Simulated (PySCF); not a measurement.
# C₃H₉AlCl₃P (SMILES C[P+](C)(C)[Al-]([Cl])([Cl])[Cl]): what the fields show

```csv
atom,x (Å),y (Å),z (Å)
C,-1.2011,1.2665,1.0307
P,0.0221,0.0151,0.5403
C,-0.8433,-1.1813,-0.5192
C,0.5041,-0.8719,2.0516
Al,1.8996,0.9999,-0.5652
Cl,0.9598,1.8882,-2.2556
Cl,2.6046,2.3537,0.9171
Cl,3.0756,-0.7376,-0.9248
H,-0.7086,1.9859,1.7011
H,-1.5229,1.8064,0.1282
H,-2.0717,0.8194,1.5324
H,-1.7179,-1.6175,-0.0149
H,-0.1349,-1.9751,-0.7973
H,-1.1575,-0.6654,-1.4382
H,1.0045,-0.1616,2.7259
H,-0.3616,-1.3238,2.5575
H,1.2296,-1.6520,1.7779
```

Geometry: PBE0-D3(BJ)/def2-SVP.

The calculation used PySCF, CAM-B3LYP/def2-SVPD, SCF density, gas phase.

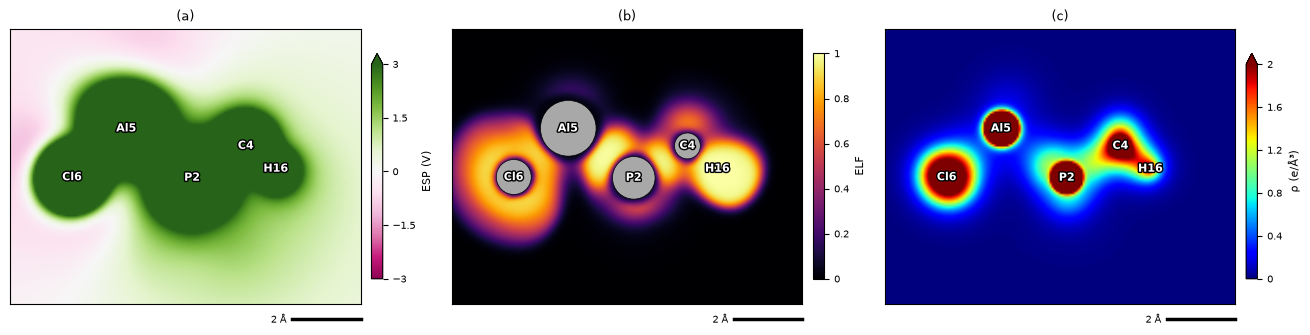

Figure 1. (a) molecular electrostatic potential; (b) ELF; (c) electron density on the plane of atoms P2, C4 and H16. Grey discs cover the atomic cores in the ELF map.

Question: Interpret the plot.

Answer: Atoms in the plane: P, C, Al, Cl and H.
C–P (1.82 Å): ρ at the midpoint is about 1.2 e/Å³; the ELF peaks at about 0.95 between the atoms: localised, covalent bonding.
Al–Cl (2.13 Å): ρ is about 0.67 e/Å³ halfway; the ELF peaks at about 0.90 in the valence shell of Cl, 0.9 Å from its nucleus, and is about 0.85 at the midpoint.
Al–P (2.39 Å): the density is about 0.57 e/Å³ at the midpoint; the ELF peaks at about 1 between the atoms; a covalent bond.
C–H (1.10 Å): ρ at the midpoint is about 1.9 e/Å³; the ELF climbs to about 1 towards the hydrogen, as it does in any bond to H (a covalent bond by its length).
The ELF also peaks beside Cl6, away from the bonds: lone-pair regions.
Outside the dense part of the molecule the potential is most negative (−1.0 V) near Cl6.

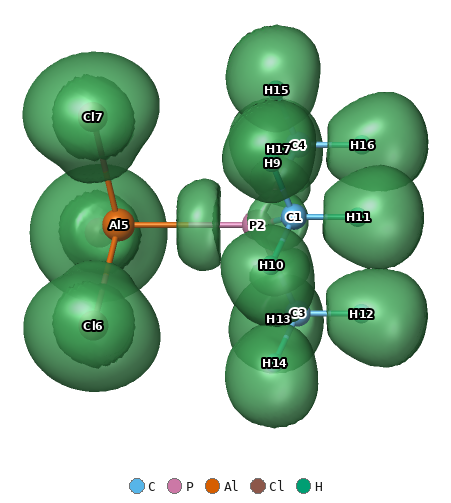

Figure 2. Isosurface of the electron localisation function at 0.8 (green), seen from one side. Only the valence region is drawn (cores and ρ < 0.01 e/Å³ removed).

Question: What do the ELF domains correspond to?

Answer: The surface consists of one region between bonded Al–P atoms (shared pairs), three regions between bonded C–P atoms (shared pairs), nine regions around hydrogen nuclei and three regions on Cl in which the atom's valence shell and bonds are merged.

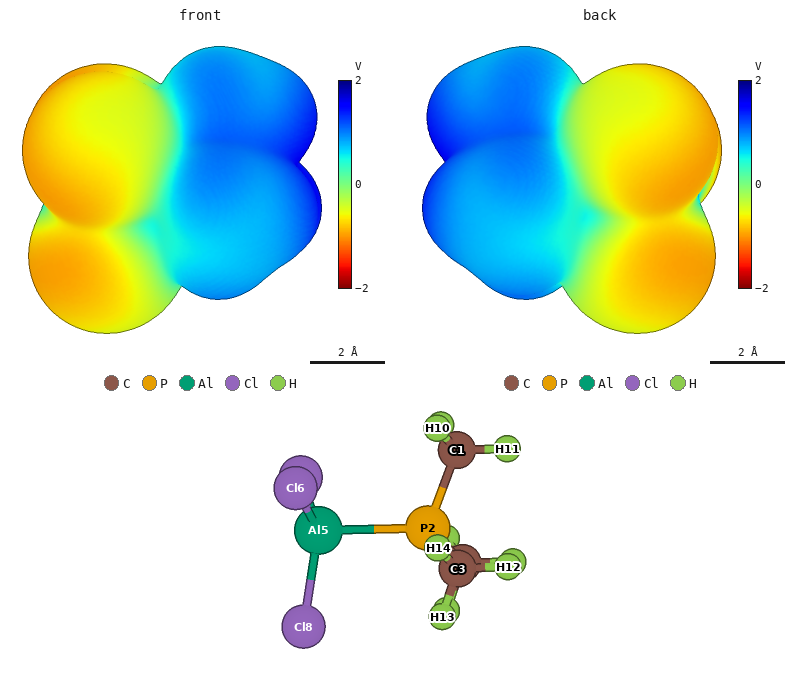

Figure 3. The electrostatic potential painted on the density surface at 0.001 e/bohr³, seen from the front and from behind; red is negative and blue positive. The bare structure is drawn below in the same view.

Question: Where is the surface potential most negative and most positive?

Answer: The most negative region (about −1.0 V, or −23 kcal/mol for a unit charge) lies over Cl6, Cl7 and Cl8, the most positive (about +1.5 V, or +35 kcal/mol for a unit charge) over P2, H11, H12 and H16.
